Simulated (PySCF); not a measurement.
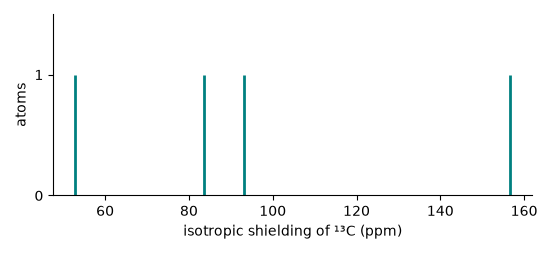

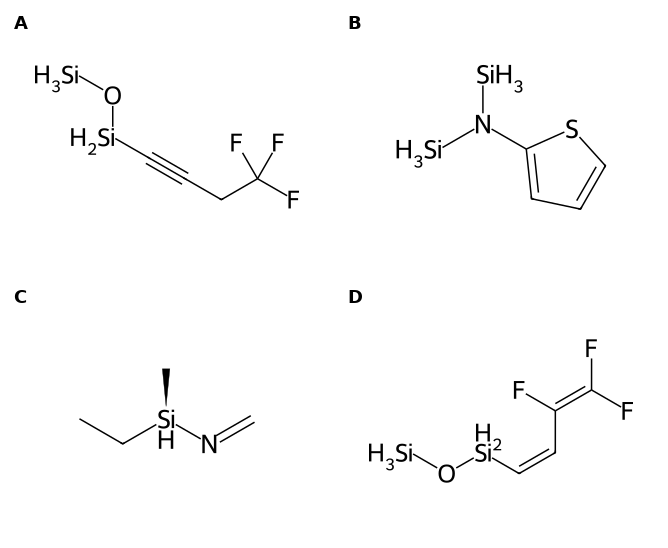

The sticks are computed shieldings of one of the molecules, for one fixed geometry (GFN2-xTB) without averaging over rotations. Low shielding means a high chemical shift. Method: GIAO PBE0/pcSseg-1 NMR shielding, non-relativistic, gas phase (PySCF 2.14.0).

Which molecule gives this pattern?

A, `FC(F)(F)CC#C[SiH2]O[SiH3]`. Its 4 C atoms give lines at 52.8, 83.6, 93.1, 156.7 ppm.

The geometry is semi-empirical. Around Si such bond lengths and angles can be off by a tenth of an ångström or more and by several degrees, and values that hang on the shape move with them.
